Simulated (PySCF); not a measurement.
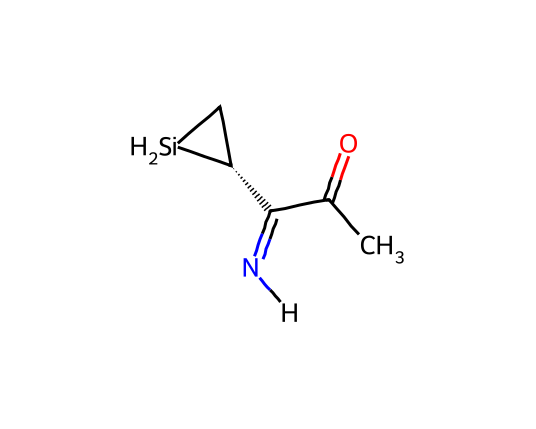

The geometry was computed by an optimisation with GFN2-xTB. No frequency run is at hand to confirm it as a minimum. Method: PBE0/pcSseg-1, gas phase (PySCF 2.14.0).

Estimate the HOMO energy (Kohn–Sham orbital).

−6.71 eV.

Estimate the dipole moment.

1.81 D.

What is the LUMO energy (Kohn–Sham orbital)?

−1.92 eV.

The geometry is semi-empirical. Around Si such bond lengths and angles can be off by a tenth of an ångström or more and by several degrees, and values that hang on the shape move with them.
